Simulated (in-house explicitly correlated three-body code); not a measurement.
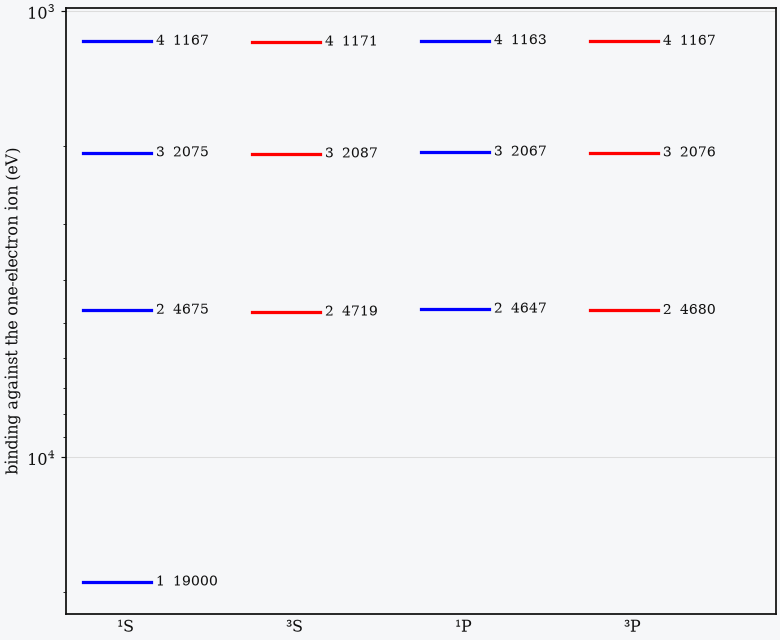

Two electrons around a point charge of unknown size. Computed variationally in 260 exponentially correlated functions with an in-house code, non-relativistic, converged to about 10⁻⁸ of the energy. The plot shows the bound S and P states that converged, by term and principal number n, on a logarithmic scale of binding.

**What is the nuclear charge?**

Z = 38 (strontium). The outer electron of the excited states sees a charge of Z − 1, so they are bound by about 13.6 (Z − 1)²/n² eV. The ground state is bound by 19.00 keV. The n = 2 states drawn run, from the deepest, 2 ³S (4719 eV), 2 ³P (4680 eV), 2 ¹S (4675 eV), 2 ¹P (4647 eV). Exchange puts 2 ³S below 2 ¹S by 43.6 eV and 2 ³P below 2 ¹P by 33.0 eV. Quantum defects n − (Z − 1)/√(2 E(binding)): 2 ³S 0.013, 2 ³P 0.005, 2 ¹S 0.004, 2 ¹P −0.002.
